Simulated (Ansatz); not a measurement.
# MgCd3S4: complex band structure, part 2 of 3

Aim: relax a made-up compound, MgCd3S4, and see how good a tunnel barrier it would be. It is built by putting Mg for Zn in the ZnCd3S4 structure of space group P-43m, with the volume rescaled by atomic radii. The parent structure comes from the Materials Project.

Ansatz 0.2.0; LDA DFT, plane waves, PAW files (the session's first sound run).

So far. Step 2 (Cell and atoms at rest): The largest force component on a free atom ends at 0.0035 eV/Å.

The structure was built from a prototype and need not be the compound's stable phase.

## 3. The bulk crystal and its band edges

The energy window and the wavevectors of the next steps follow from the band edges, so these are searched first, off the mesh as well.

Input file input.yaml:

```yaml
crystal:
  lattice:
    - [5.7140846741, 0.0, 0.0]
    - [0.0, 5.7140846741, 0.0]
    - [0.0, 0.0, 5.7140846741]
  atoms:
    - { symbol: Mg, position: [0.0, 0.0, 0.0] }
    - { symbol: Cd, position: [0.0, 0.5, 0.5] }
    - { symbol: Cd, position: [0.5, 0.5, 0.0] }
    - { symbol: Cd, position: [0.5, 0.0, 0.5] }
    - { symbol: S, position: [0.7551170597, 0.7551170597, 0.2448829403] }
    - { symbol: S, position: [0.7551170597, 0.2448829403, 0.7551170597] }
    - { symbol: S, position: [0.2448829403, 0.7551170597, 0.7551170597] }
    - { symbol: S, position: [0.2448829403, 0.2448829403, 0.2448829403] }
kpoints:
  mp_grid: { grid: [4, 4, 4] }
  band_path: { path: [VBM, CBM], npoints: 30 }
scf:
  occupations: { method: fixed }
hamiltonian:
  xc: lda
output:
  eigenvalues: true
  write_potential: true
  write_density: true
  volumetric_format: npy
  elf: true
```

Launch:

```console
$ ansatz run input.yaml --threads 2 --pin off --max-ram 4096MiB --backend cpu --events-out ev --progress --plain --runs-dir out
```

Numbers of over 12 decimals in the logs are rounded to 6 here.

What it wrote:

```text
[...]
Crystal: 8 atoms, lattice volume = 186.569 Å³
Basis set: ecut = 420 eV, 3743 PW (Γ)
Bands: 57, of which v1, the nominal top of the filled ones, is band 47 counted from 1 (46 counted from 0)
Symmetry: 24 space group operations
[...]
k-points: 10 of 64 (time reversal used)
[...]
SCF iter   1: F=—  HF=-29739.975169 eV  |F-HF|=—  |Δ(HF+E_count)|=         —  Δρ=7.92e-3  dr2=1.09e-1  ethr=1.77e-3  ⟨swp⟩=5.0  Hψ=1746  notcnv=0  defer=66
[...]
SCF iter   7: F=-29739.937331 eV  HF=-29739.937331 eV  |F-HF|=1.19e-8  |Δ(HF+E_count)|=   1.38e-7  Δρ=4.23e-6  dr2=3.31e-8  ethr=1.06e-10  ⟨swp⟩=11.7  Hψ=2532  notcnv=0
SCF 1 converged in 7 iterations: F = -29739.937331 eV  dr2 = 3.31e-8
[...]
NSCF: frozen V_eff on 20 k-points
[...]
SCF converged after 7 iterations
Free energy (F): -29739.937331 eV
[...]
Internal energy: -29739.937331 eV  (E = F + TS)
E sigma→0 (E₀):  -29739.937331 eV
Fermi energy:    6.271185 eV
[...]
--- Band table (eV; the first three rows and the last of 10) ---
  k-point 0: bands = [... 43 lower, 4.4715, 6.2712, 6.2712, 6.2712, 7.7851, 9.6714, 9.6714, 9.6714, ... 6 higher]
  k-point 1: bands = [... 43 lower, 4.6720, 5.3408, 5.9721, 5.9721, 8.8708, 9.9486, 10.3982, 10.3982, ... 6 higher]
  k-point 2: bands = [... 43 lower, 5.1211, 5.1211, 5.4484, 5.4484, 10.0999, 10.1103, 11.1426, 11.1630, ... 6 higher]
  k-point 9: bands = [... 43 lower, 5.6635, 5.7217, 5.7217, 5.7217, 9.3648, 9.3648, 9.3648, 10.4025, ... 6 higher]
```

Wall time 20 s (2 threads of Intel Xeon Platinum 8488C (Sapphire Rapids), shared host); peak memory 0.56 GiB.

This step gave:

```yaml
fermi_energy: 6.271 eV
gap_on_the_k_mesh: 1.514 eV
gap_on_path: 1.514 eV, by band count; negative where bands overlap
direct_gap_on_path: 1.514 eV
edge_places_on_path: 0, 0 1/A along the path
```

Levels at VBM (eV): -7.59, -7.59, -7.59, -7.46, -7.37, -7.37, -7.29, -7.29, -7.29, -7.11, -7.11, -7.05, -6.85, -6.85, -6.85, -4.10, -4.10, -3.48, -1.85, -1.85, -1.85, -1.80, -1.80, -1.80, 0.00, 0.00, 0.00, 1.51, 3.40, 3.40, 3.40, 4.08, 4.08, 5.41, 6.70, 6.70, 6.70.

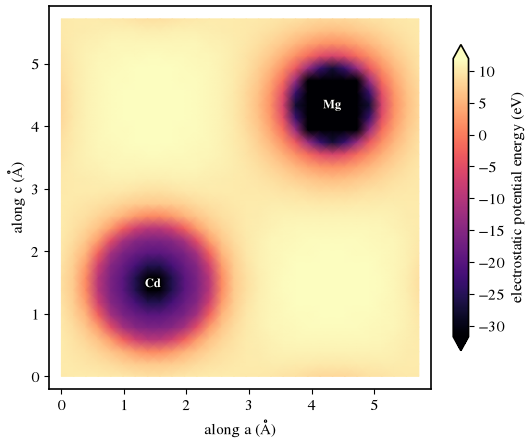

Electrostatic potential energy in the ac plane at fractional y = 0.000, with atoms of Mg and Cd within 0.2 Å of it. With pseudopotentials it is smooth inside the atoms' cores, unlike the true potential. The map starts off the cell's origin, so that atoms lie inside it.

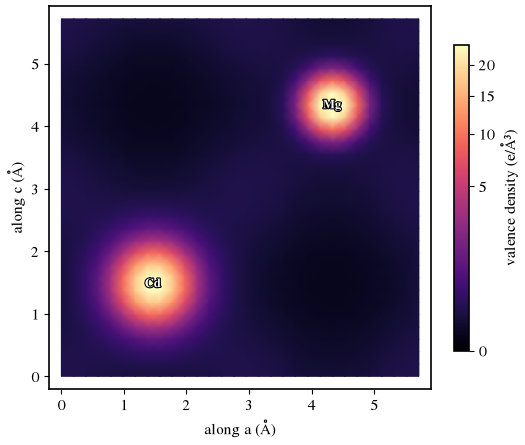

Valence density in the ac plane at fractional y = 0.000, with atoms of Mg and Cd within 0.2 Å of it. It is the smooth field of the valence electrons, not physical close to the nuclei. The map starts off the cell's origin, so that atoms lie inside it. The colour scale is stretched toward low values.

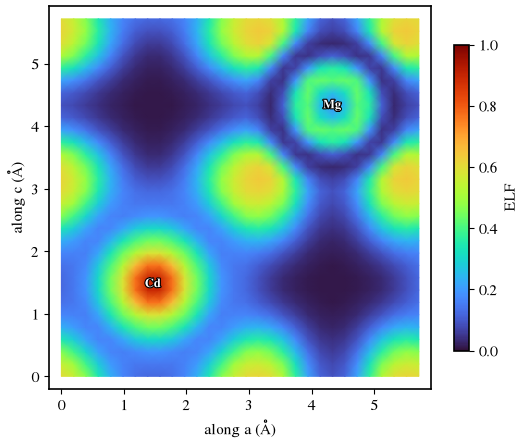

ELF in the ac plane at fractional y = 0.000, with atoms of Mg and Cd within 0.2 Å of it. It is the smooth field of the valence electrons, not physical close to the nuclei. The map starts off the cell's origin, so that atoms lie inside it.

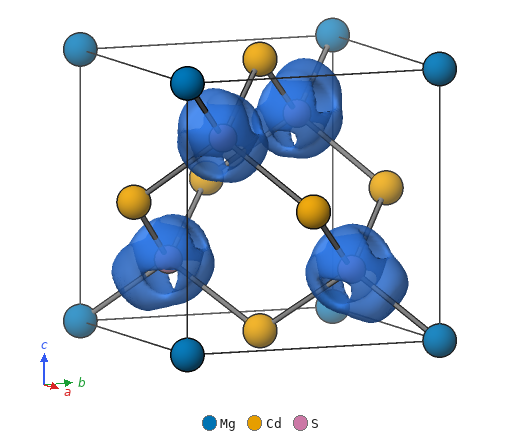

Surface of ELF = 0.83. Bonds to atoms that aren't drawn are left out.

The searched edges give 1.51 eV, as on the mesh.

## 4. Complex bands

This step: LDA DFT, plane waves, PAW files; complex bands by layer matching along the plane's normal (Ansatz 0.2.0).

The same crystal is laid in a cell whose first two vectors span the (001) plane (indices of the standard conventional cell, whose axes can be ordered otherwise than in the bulk input). At fixed energy and wavevector in the plane the solver finds all kz, real and complex. A few wavevectors are listed, (0, 0) and (0.5, 0) in units of the plane's reciprocal vectors; the slowest state needn't be among them.

input.yaml: that of step 3 with these lines changed.

```diff
@@ -2,5 +2,5 @@
   lattice:
-    - [5.7140846741, 0.0, 0.0]
-    - [0.0, 5.7140846741, 0.0]
-    - [0.0, 0.0, 5.7140846741]
+    - [5.714084674, 0.0, 0.0]
+    - [0.0, 5.714084674, 0.0]
+    - [0.0, 0.0, 5.714084674]
   atoms:
@@ -16,3 +16,2 @@
   mp_grid: { grid: [4, 4, 4] }
-  band_path: { path: [VBM, CBM], npoints: 30 }
 scf:
@@ -23,5 +22,6 @@
   eigenvalues: true
-  write_potential: true
-  write_density: true
-  volumetric_format: npy
-  elf: true
+  transmission:
+    leads: [[0, 0]]
+    kpoints: [[0.0, 0.0], [0.5, 0.0]]
+    e_range: [-1.0, 2.51]
+    de: 0.09
```

What it wrote:

```text
[...]
Crystal: 8 atoms, lattice volume = 186.569 Å³
Basis set: ecut = 420 eV, 3743 PW (Γ)
Bands: 57, of which v1, the nominal top of the filled ones, is band 47 counted from 1 (46 counted from 0)
Symmetry: 24 space group operations
[...]
k-points: 10 of 64 (time reversal used)
[...]
SCF iter   1: F=—  HF=-29739.975159 eV  |F-HF|=—  |Δ(HF+E_count)|=         —  Δρ=7.92e-3  dr2=1.09e-1  ethr=1.77e-3  ⟨swp⟩=5.0  Hψ=1746  notcnv=0  defer=66
[...]
SCF iter   7: F=-29739.937331 eV  HF=-29739.937331 eV  |F-HF|=1.19e-8  |Δ(HF+E_count)|=   1.38e-7  Δρ=4.23e-6  dr2=3.31e-8  ethr=1.06e-10  ⟨swp⟩=11.7  Hψ=2536  notcnv=0
SCF 1 converged in 7 iterations: F = -29739.937331 eV  dr2 = 3.31e-8
[...]
transmission: 8 of 16 steps passed
transmission: 16 of 16 steps passed
SCF converged after 7 iterations
Free energy (F): -29739.937331 eV
[...]
Internal energy: -29739.937331 eV  (E = F + TS)
E sigma→0 (E₀):  -29739.937331 eV
Fermi energy:    6.271185 eV
[...]
--- Band table (eV; the first three rows and the last of 10) ---
  k-point 0: bands = [... 43 lower, 4.4715, 6.2712, 6.2712, 6.2712, 7.7851, 9.6714, 9.6714, 9.6714, ... 6 higher]
  k-point 1: bands = [... 43 lower, 4.6720, 5.3408, 5.9721, 5.9721, 8.8708, 9.9486, 10.3982, 10.3982, ... 6 higher]
  k-point 2: bands = [... 43 lower, 5.1211, 5.1211, 5.4484, 5.4484, 10.0999, 10.1103, 11.1426, 11.1630, ... 6 higher]
  k-point 9: bands = [... 43 lower, 5.6635, 5.7217, 5.7217, 5.7217, 9.3648, 9.3648, 9.3648, 10.4025, ... 6 higher]
--- Transmission ---
  basis      : 293 plane waves across, 8 finite elements along
  points     : 2, as listed
  energies   : 40 from -1.000000 to 2.510000 eV about the Fermi level, 0.090000 eV apart; the leads are filled to 0.756964 eV, and channels, transmission and decay are at 0.800000 eV
  crystal 0  : S4Mg1Cd3, at the sites [0, 0], period 5.7141 Å: whole cells are its period
    offset         : up to 0.0000 Å between an atom of the period and one for which it stands
    channels       : 0.000000e0 a spin
    conductance    : none, the energies end too early or step too widely for 300 K: set another output.transmission.e_range or a lower de, or, where they end at an eighth of basis.ecutwfc, a higher one
    slowest decay  : 0.1270 /Å at (0.0000, 0.0000)
```

Elapsed: 37 s, on 2 threads; peak memory 1.1 GiB.

This step gave:

| Item | Value |
| --- | --- |
| level to which the leads are filled | 0.7570 eV from the Fermi level |
| decay constant at the filling level, zone centre | 0.1270 Å⁻¹ |
| decay constant at the filling level, slowest listed point | 0.127 Å⁻¹ |

K parallel (0, 0); values up to 1.5 1/Å, a degenerate pair printed once or twice; energies at which all values exceed this have no row. The Im kz of the slowest decaying states by energy, zero at the highest filled level on the SCF mesh:

| energy (eV) | decay 1 (Å⁻¹) | decay 2 (Å⁻¹) | decay 3 (Å⁻¹) | decay 4 (Å⁻¹) |
| --- | --- | --- | --- | --- |
| -1.0000 | 0.0645 | 0.328 | 0.347 | 0.434 |
| -0.7300 | 0.359 | 0.371 | 0.465 | 1.11 |
| -0.4600 | 0.380 | 0.385 | 0.487 | 0.996 |
| -0.2800 | 0.390 | 0.391 | 0.497 | 0.948 |
| -0.0100 | 0.393 | 0.403 | 0.509 | 0.888 |
| 0.2600 | 0.0979 | 0.240 | 0.388 | 0.410 |
| 0.5300 | 0.122 | 0.355 | 0.413 | 0.519 |
| 0.7100 | 0.127 | 0.374 | 0.413 | 0.519 |
| 0.9800 | 0.121 | 0.393 | 0.411 | 0.517 |
| 1.2500 | 0.0952 | 0.405 | 0.406 | 0.513 |
| 1.5200 | 0.389 | 0.399 | 0.433 | 0.506 |
| 1.7900 | 0.357 | 0.388 | 0.467 | 0.498 |
| 1.9700 | 0.339 | 0.379 | 0.481 | 0.494 |
| 2.2400 | 0.310 | 0.363 | 0.481 | 0.498 |
| 2.5100 | 0.275 | 0.344 | 0.442 | 0.509 |

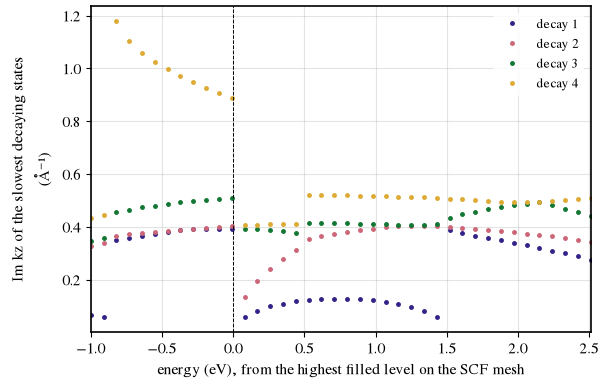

Im kz of the slowest decaying states against energy.

K parallel (0, 0). Table of Re kz of states that move upwards by energy, zero at the highest filled level on the SCF mesh:

| energy (eV) | channel 1 (Å⁻¹) | channel 2 (Å⁻¹) | channel 3 (Å⁻¹) |
| --- | --- | --- | --- |
| -1.00 | -0.290 | - | - |
| -0.82 | -0.538 | -0.538 | -0.250 |
| -0.55 | -0.390 | -0.390 | -0.190 |
| -0.37 | -0.309 | -0.309 | -0.147 |
| -0.19 | -0.215 | -0.215 | -0.0995 |
| -0.01 | -0.0480 | -0.0480 | -0.0212 |
| 0.26 | - | - | - |
| 0.44 | - | - | - |
| 0.62 | - | - | - |
| 0.89 | - | - | - |
| 1.07 | - | - | - |
| 1.25 | - | - | - |
| 1.52 | 0.0159 | - | - |
| 1.70 | 0.0924 | - | - |
| 1.88 | 0.136 | - | - |
| 2.06 | 0.173 | - | - |
| 2.33 | 0.225 | - | - |
| 2.51 | 0.259 | - | - |

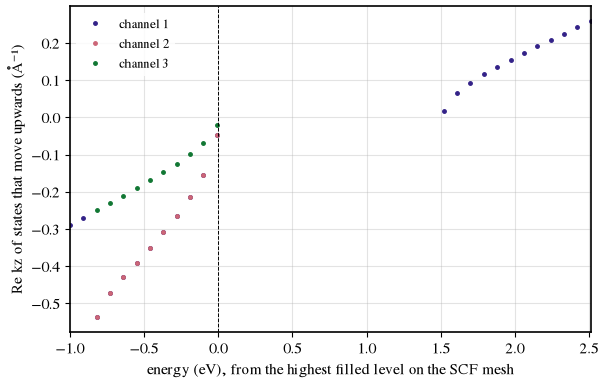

Re kz of states that move upwards, plotted against energy.

K parallel (0.5, 0); values up to 1.5 1/Å, a degenerate pair printed once or twice; energies at which all values exceed this have no row. Im kz of the slowest decaying states against energy, zero at the highest filled level on the SCF mesh:

| energy (eV) | decay 1 (Å⁻¹) | decay 2 (Å⁻¹) | decay 3 (Å⁻¹) | decay 4 (Å⁻¹) |
| --- | --- | --- | --- | --- |
| -1.000 | 0.0362 | 0.163 | 0.884 | 1.33 |
| -0.460 | 0.0549 | 0.224 | 0.231 | 0.318 |
| -0.010 | 0.297 | 0.307 | 0.360 | 0.380 |
| 0.530 | 0.358 | 0.395 | 0.420 | 0.441 |
| 0.980 | 0.379 | 0.436 | 0.443 | 0.477 |
| 1.520 | 0.385 | 0.439 | 0.477 | 0.497 |
| 1.970 | 0.377 | 0.429 | 0.489 | 0.499 |
| 2.510 | 0.348 | 0.401 | 0.477 | 0.478 |

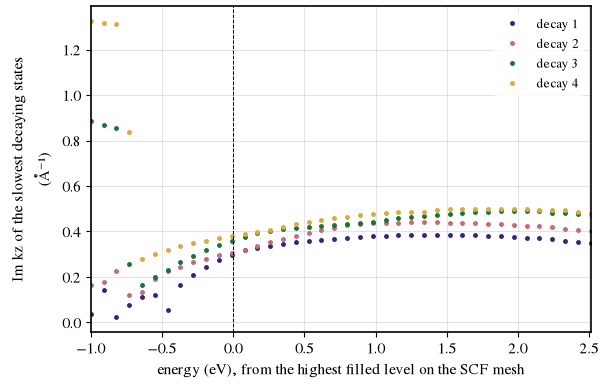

Im kz of the slowest decaying states, plotted against energy.

At the listed wavevectors the last open channel is at -0.01 eV and the next at +1.52 eV on the grid. At +0.80 eV, the grid energy nearest the filling level (the middle of the gap on the SCF mesh), the slowest state at the listed wavevectors decays with κ = 0.127 Å⁻¹, its amplitude falling by e over 7.9 Å. Through 1 nm of this crystal that state's transmission falls by exp(−2 × 0.127 Å⁻¹ × 10 Å) = 0.079.

## 5. Band edges at another level

This step: PBE DFT, plane waves, PAW files (Ansatz 0.2.0).

The edges again with PBE, at the same atoms.

input.yaml: that of step 4 with these lines changed.

```diff
@@ -2,5 +2,5 @@
   lattice:
-    - [5.714084674, 0.0, 0.0]
-    - [0.0, 5.714084674, 0.0]
-    - [0.0, 0.0, 5.714084674]
+    - [5.7140846741, 0.0, 0.0]
+    - [0.0, 5.7140846741, 0.0]
+    - [0.0, 0.0, 5.7140846741]
   atoms:
@@ -16,2 +16,3 @@
   mp_grid: { grid: [4, 4, 4] }
+  band_path: { path: [VBM, CBM], npoints: 30 }
 scf:
@@ -19,9 +20,4 @@
 hamiltonian:
-  xc: lda
+  xc: pbe
 output:
   eigenvalues: true
-  transmission:
-    leads: [[0, 0]]
-    kpoints: [[0.0, 0.0], [0.5, 0.0]]
-    e_range: [-1.0, 2.51]
-    de: 0.09
```

What it wrote:

```text
[...]
Crystal: 8 atoms, lattice volume = 186.569 Å³
Basis set: ecut = 420 eV, 3743 PW (Γ)
Bands: 57, of which v1, the nominal top of the filled ones, is band 47 counted from 1 (46 counted from 0)
Symmetry: 24 space group operations
[...]
k-points: 10 of 64 (time reversal used)
[...]
SCF iter   1: F=—  HF=-30301.954460 eV  |F-HF|=—  |Δ(HF+E_count)|=         —  Δρ=5.84e-4  dr2=6.95e-4  ethr=1.77e-3  ⟨swp⟩=5.0  Hψ=1742  notcnv=0  defer=68
[...]
SCF iter   6: F=-30301.957209 eV  HF=-30301.957209 eV  |F-HF|=3.51e-8  |Δ(HF+E_count)|=   4.27e-7  Δρ=3.49e-6  dr2=3.18e-8  ethr=1.06e-10  ⟨swp⟩=11.4  Hψ=2254  notcnv=0
SCF 1 converged in 6 iterations: F = -30301.957209 eV  dr2 = 3.18e-8
[...]
SCF converged after 6 iterations
Free energy (F): -30301.957209 eV
[...]
Internal energy: -30301.957209 eV  (E = F + TS)
E sigma→0 (E₀):  -30301.957209 eV
Fermi energy:    6.539039 eV
[...]
--- Band table (eV; the first three rows and the last of 10) ---
  k-point 0: bands = [... 43 lower, 4.7834, 6.5390, 6.5390, 6.5390, 8.3254, 10.1678, 10.1678, 10.1678, ... 6 higher]
  k-point 1: bands = [... 43 lower, 4.9711, 5.6650, 6.2478, 6.2478, 9.3557, 10.4473, 10.8784, 10.8784, ... 6 higher]
  k-point 2: bands = [... 43 lower, 5.4070, 5.4070, 5.7407, 5.7407, 10.5858, 10.5912, 11.6239, 11.6433, ... 6 higher]
  k-point 9: bands = [... 43 lower, 5.9475, 6.0071, 6.0071, 6.0071, 9.8800, 9.8800, 9.8800, 10.9290, ... 6 higher]
```

It took 19 s on 2 threads; peak memory 0.57 GiB.

Numbers from this step:

```
free energy        : -30301.9572 eV
Fermi energy       : 6.539 eV
gap on the k-mesh  : 1.786 eV
gap on path        : 1.786 eV, by band count; negative where bands overlap
direct gap on path : 1.786 eV
```

Levels at VBM (eV): -7.55, -7.55, -7.55, -7.41, -7.32, -7.32, -7.25, -7.25, -7.25, -7.08, -7.08, -7.02, -6.81, -6.81, -6.81, -3.99, -3.99, -3.41, -1.83, -1.83, -1.83, -1.76, -1.76, -1.76, 0.00, 0.00, 0.00, 1.79, 3.63, 3.63, 3.63, 4.29, 4.29, 5.62, 6.89, 6.89, 6.89.

The searched edges give 1.79 eV, as on the mesh.

For the gap on the k-mesh, step 3 gave 1.51 eV; this run, with PBE, gives 1.79 eV.

[end of part 2 of 3]

[Logs are printed without paths, hosts, clocks, repeated set-up lines and the standing remarks that a program may print on its own settings, such as how far it seeks lower states.]

[Hosts, paths, dates, database ids (printed as entryN), source tags and the programs' standing remarks are cut or masked in the printed files.]
